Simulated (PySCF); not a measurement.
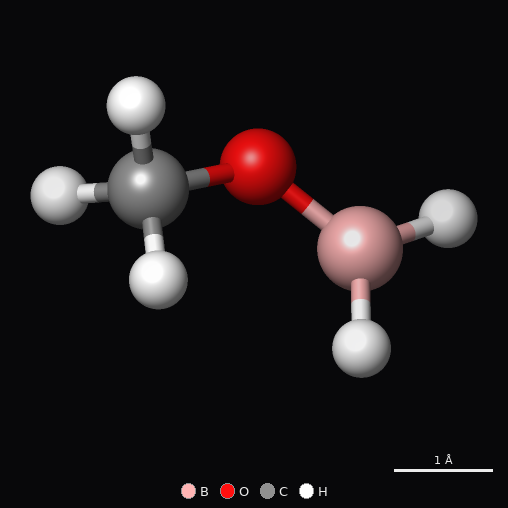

The picture shows a molecular structure as a ball-and-stick model. Every bond is drawn as one stick, whatever its order.

Computed geometry: PBE0-D3(BJ)/def2-SVP optimisation. No frequency run is at hand to confirm it as a minimum.

Description:

It has 8 atoms: 1 carbon, 5 hydrogen, 1 boron and 1 oxygen (CH5BO). As SMILES it reads `BOC`. It has no ring. Among its groups: B–H bond. Coordination: 1 B trigonal planar; 1 O bent; 1 C tetrahedral.

The parts below concern this one geometry. Atoms keep their numbers from picture to picture.

## Geometry

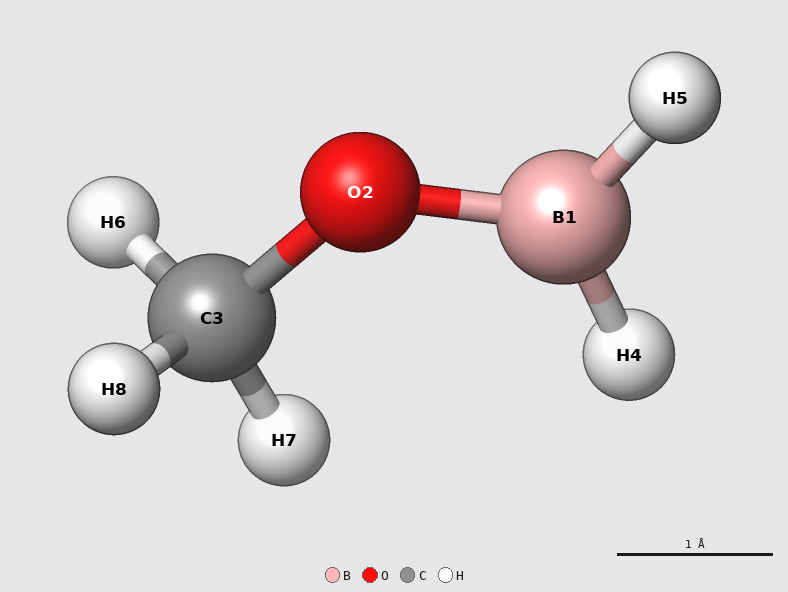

No frequency run is at hand to confirm it as a minimum.

Give the bond lengths.

```tsv
bond	length (Å)	order
B1–O2	1.338	single
B1–H4	1.216	single
B1–H5	1.209	single
O2–C3	1.405	single
C3–H6	1.101	single
C3–H7	1.103	single
C3–H8	1.101	single
```

## Electronic properties

No frequency run is at hand to confirm it as a minimum. Level of theory: PBE0/6-31+G*, gas phase (PySCF 2.14.0). Excitations: vertical, linear response.

> What is the lowest vertical singlet excitation?

6.32 eV.

> Give the dipole moment at this level.

1.75 D.

> Give the brightest of the 10 lowest singlets at this level.

7.94 eV.

> Give the HOMO energy (Kohn–Sham orbital) at this level.

−8.58 eV.

## Spin–spin coupling

No frequency run is at hand to confirm it as a minimum. Properties computed with B97-2/pcJ-1 indirect spin-spin coupling, non-relativistic, gas phase (PySCF 2.14.0). Isotopes: 11B, 13C, 1H, 17O.

Give the spin–spin coupling constants of these pairs, with the number of bonds between them: B1/O2, B1/H4, B1/H5, C3/H8, C3/H7, B1/C3, O2/H4, O2/H6, H6/H7, H6/H8, B1/H7, C3/H4, C3/H5.

```csv
pair,bonds apart,J (Hz)
"B1, O2",1,−5.9
"B1, H4",1,140.1
"B1, H5",1,155.4
"C3, H8",1,136.9
"C3, H7",1,131.7
"B1, C3",2,−1.5
"O2, H4",2,2.1
"O2, H6",2,−5.2
"H6, H7",2,−9.7
"H6, H8",2,−11.6
"B1, H7",3,5.4
"C3, H4",3,9.8
"C3, H5",3,12.3
```

## Polarisability

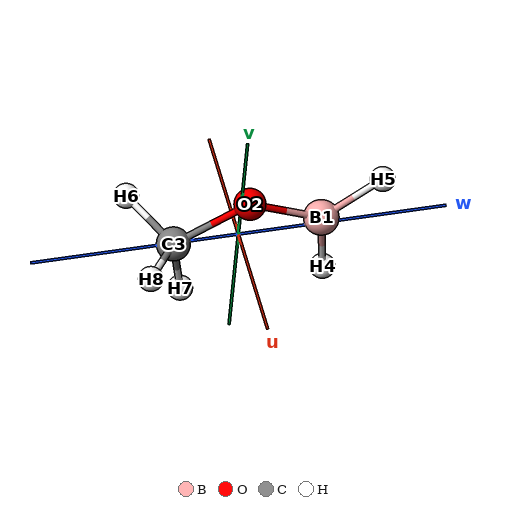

The lines u, v and w are the principal axes of the static dipole polarisability. No frequency run is at hand to confirm it as a minimum. Computed with PBE0/6-31+G* (PySCF 2.14.0).

> Along which axis is the molecule most polarisable, and along which least?

Most along w, least along u.

> Give the three principal values.

u 22.7, v 29.5, w 38.5 bohr³; mean 30.2, anisotropy 13.8 bohr³.
